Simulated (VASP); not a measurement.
Band structure of Cd3HgTe4 (ordered alloy cell). Method: PBEsol GGA, VASP's PBE PAW potentials (set 64) (plane waves; VASP).

Unless said otherwise, spin-orbit coupling is left out, though it shifts the bands of the heavy elements here.

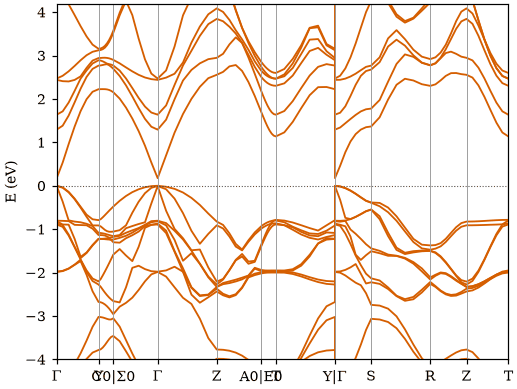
Figure. Bands along high-symmetry lines, zero at the valence-band maximum or, without a gap, the Fermi level

**Question.** Read the plot: is there a gap, and where are the band edges?

**Answer.** The gap is direct, 0.18 eV, from the valence maximum at Γ to the conduction minimum at Γ. (Edges off the drawn lines would not show.)

The structure was generated: Cd3HgTe4 was put into an ordered model structure (Amm2), which need not be its known phase. It was relaxed first.
